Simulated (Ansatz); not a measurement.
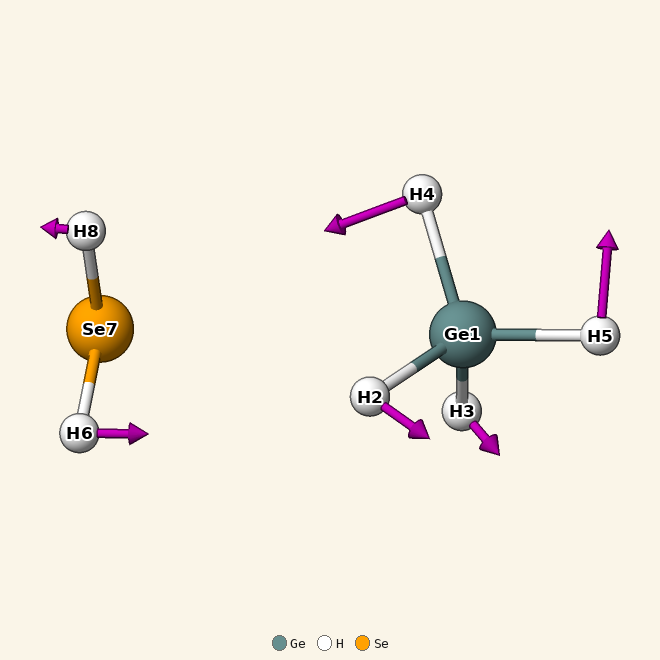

The arrows show one normal mode. Harmonic vibrations computed with RKS PBE0-D4/def2-TZVP (Ansatz 0.2.0) at a stationary point of the same level.

Estimate its harmonic wavenumber.

Answer. 139 cm⁻¹; it is mode 6 of 18 counted from the lowest.
